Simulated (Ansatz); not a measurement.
# What Ca → K does to CaF2

Start from CaF₂ in the fluorite structure (space group Fm-3m, No. 225; a = 5.421 Å).

Now apply this change: K takes the place of Ca on all its sites; the structure is relaxed again.

Computed with PBEsol (Ansatz, a quantum-chemistry and plane-wave program; PAW; 420 eV plane waves; scalar-relativistic without spin-orbit coupling). Γ-centred 13×13×13 mesh, Fermi–Dirac width 0.05 eV, for the changed cell.

The volume per atom rises by 6.025 Å³, from 13.27 Å³ to 19.30 Å³ and the density decreases by 1.045 g/cm³, from 3.26 g/cm³ to 2.21 g/cm³. The lattice parameter a increases by 0.720 Å (5.421 Å → 6.141 Å) and the shortest interatomic distance increases by 0.312 Å to 2.659 Å. The band gap changes from 7.25 eV to zero (an upper bound: an edge found on the path is not a true extremum; the base alone) and the magnetic state becomes ferromagnetic (base: not spin-polarised). The largest site moment goes from zero to 0.50 μB.

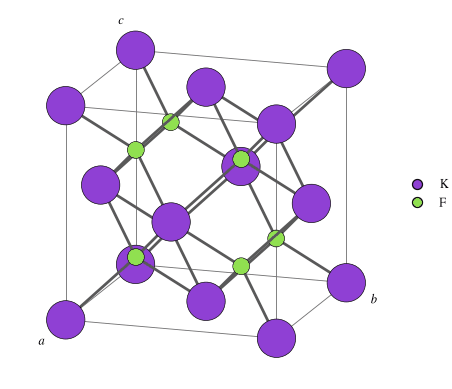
Figure. The relaxed conventional cell after the change

The magnetic state is the one reached from the starting moments; the real material's order can differ, and small cells can't hold many antiferromagnetic ones. No phonon test of stability was made. As relaxed here, KF2 is a hypothetical phase, not in the database extracts checked.
